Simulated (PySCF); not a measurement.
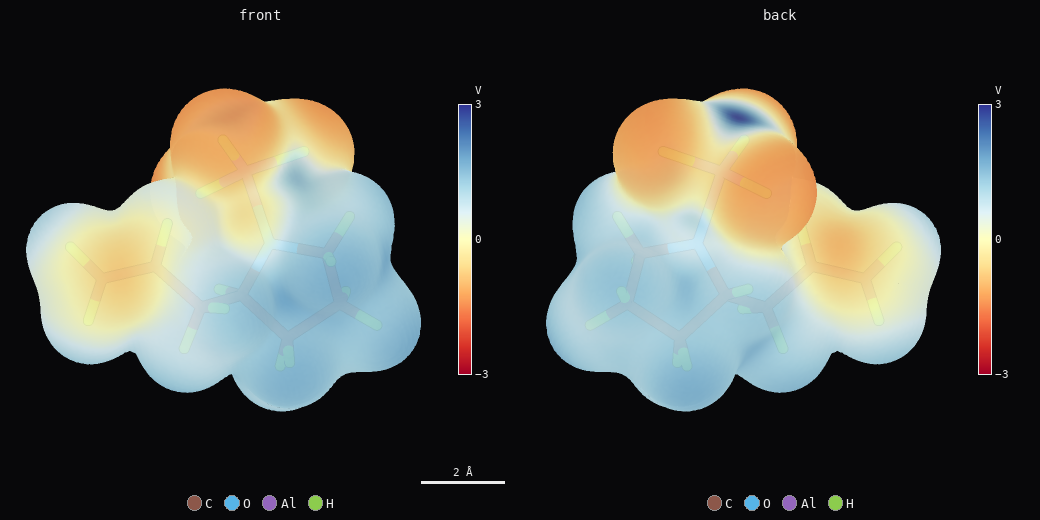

C7H15AlO. The molecular electrostatic potential painted on the density surface at 0.004 e/bohr³, seen from the front and from behind; red is negative and blue positive.

Geometry: PBE0-D3(BJ)/def2-SVP.

These are results of PySCF, PBE0/pcSseg-1, SCF density, gas phase, non-relativistic, not measurements.

| atom | x (Å) | y (Å) | z (Å) |
| --- | --- | --- | --- |
| C | 3.3675 | 0.9869 | -0.1780 |
| C | 2.0480 | 1.0249 | -0.3632 |
| C | 1.2418 | -0.0944 | -0.9425 |
| C | 0.1738 | -0.6474 | -0.0114 |
| C | -0.6284 | -1.8101 | -0.6062 |
| C | -2.0822 | -1.4792 | -0.2808 |
| C | -2.0745 | 0.0318 | -0.3400 |
| O | -0.8238 | 0.3760 | 0.2763 |
| Al | -0.7579 | 1.5741 | 1.8618 |
| H | 3.9615 | 0.1078 | -0.4519 |
| H | 3.9044 | 1.8341 | 0.2556 |
| H | 1.4918 | 1.9260 | -0.0749 |
| H | 0.7389 | 0.2400 | -1.8688 |
| H | 1.9022 | -0.9315 | -1.2244 |
| H | 0.6177 | -0.9017 | 0.9631 |
| H | -0.4794 | -1.8444 | -1.6977 |
| H | -0.3038 | -2.7766 | -0.1971 |
| H | -2.3433 | -1.8049 | 0.7382 |
| H | -2.7987 | -1.9309 | -0.9809 |
| H | -2.0808 | 0.4121 | -1.3757 |
| H | -2.8689 | 0.5244 | 0.2358 |
| H | -0.3894 | 2.9998 | 1.2231 |
| H | 0.3927 | 0.8191 | 2.6891 |
| H | -2.2802 | 1.3750 | 2.3469 |

> Which sites attract a positive test charge, and which a negative one?

A positive charge is drawn to the negative regions and a negative charge to the positive ones. The most negative region (about −1.4 V) lies over H22 and H23, the most positive (about +2.2 V) over Al9.

> What dipole moment does the calculation give?

Its dipole moment is 5.91 D.
